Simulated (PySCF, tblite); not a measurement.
# C4H9NO2Si2: geometry, infrared bands and NMR shifts

What infrared bands and NMR shifts should C4H9NO2Si2 (`O=C(O)C#CCN([SiH3])[SiH3]`) show?

Computed with tblite 0.8.0 and PySCF 2.14.0, with density-fitted response routines of our own, on a single molecule in the gas phase. Atoms count from 0, in the outputs and in this text.

### 1 The starting structure

18 atoms, charge 0, multiplicity 1; geometry from: force field or distance geometry start.

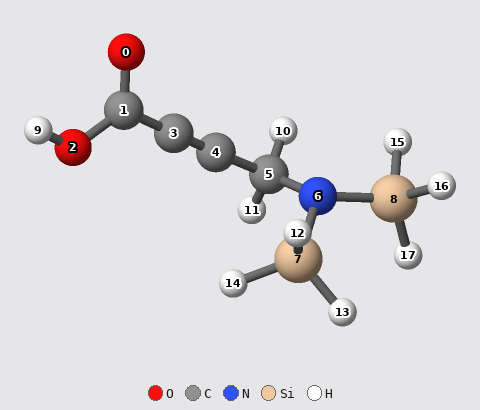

As it starts; oxygen red, carbon grey, nitrogen blue, silicon light orange, hydrogen white, atoms numbered.

### 2 Relaxing the molecule with GFN2-xTB

Job settings and geometry (Å):

```
{"job": {"kind": "relax", "xc": "GFN2-xTB", "basis": "xTB"}, "charge": 0, "multiplicity": 1}
O      3.650800     1.953500    -1.190900
C      3.351700     0.801300    -0.765100
O      4.293900    -0.226100    -0.822100
C      2.038200     0.640000    -0.212500
C      0.929500     0.513700     0.268300
C     -0.442100     0.395100     0.824800
N     -1.293500     0.025900    -0.252800
Si    -0.924100    -1.485500    -1.059400
Si    -2.993100     0.377100     0.017100
H      5.216200    -0.092700    -1.216600
H     -0.669700     1.419400     1.206300
H     -0.454400    -0.302300     1.685200
H     -0.437700    -1.145100    -2.414800
H     -2.063400    -2.389700    -1.152600
H      0.202800    -2.218700    -0.447400
H     -3.048900     1.673500     0.772300
H     -3.622500     0.686400    -1.293400
H     -3.742500    -0.619600     0.777000
```

Command:

```console
OMP_NUM_THREADS=1 python probes_run.py task.json out
```

The driver reads the jobs from task.json and runs them one after another.

**Question.** This job is followed by: GFN2-xTB harmonic vibrations, gas phase; GIAO PBE0/pcSseg-1 NMR shielding, non-relativistic, gas phase. What will the session give for the following? strongest single infrared mode (GFN2-xTB); zero-point energy (GFN2-xTB); ¹³C shifts against TMS (PBE0/pcSseg-1); ¹H shifts against TMS (PBE0/pcSseg-1, means over atoms taken as alike); ¹⁷O shifts against H2O (PBE0/pcSseg-1); ¹⁵N shifts against NH3 (PBE0/pcSseg-1); ²⁹Si shifts against TMS (PBE0/pcSseg-1, means over atoms taken as alike).

As calculated:

| quantity | value |
| --- | --- |
| strongest single infrared mode (GFN2-xTB) | 803 cm⁻¹, 709 km/mol |
| zero-point energy (GFN2-xTB) | 71.7 kcal/mol |
| ¹³C shifts against TMS (PBE0/pcSseg-1) | 158.5, 94.4, 82.0, 42.4 ppm |
| ¹H shifts against TMS (PBE0/pcSseg-1, means over atoms taken as alike) | 6.33, 4.77, 3.92 ppm |
| ¹⁷O shifts against H2O (PBE0/pcSseg-1) | 460.5, 217.8 ppm |
| ¹⁵N shifts against NH3 (PBE0/pcSseg-1) | 13.6 ppm |
| ²⁹Si shifts against TMS (PBE0/pcSseg-1, means over atoms taken as alike) | -42.4 ppm |

What this shows: Relaxing lowered the energy by 0.894 eV in 194 steps; the close pair that moved most is O0–C1, from 1.264 to 1.204 Å. The lowest mode is slightly imaginary (9i cm⁻¹), a soft motion within the noise of the Hessian, so the minimum is not strictly shown. The strongest single mode, at 803 cm⁻¹, is carried by H14, H12, H17, H15. Unscaled tight-binding wavenumbers are off by several per cent, some by more. Its intensities can rank the bands wrongly. The most deshielded carbon is C1 (carboxylic acid carbon), at 158.5 ppm: it is a carbonyl in resonance with an O or N lone pair, the region of acids, esters and amides. At PBE0/pcSseg-1: The largest span, 637 ppm, is at O0, where the paramagnetic term is -528 ppm.
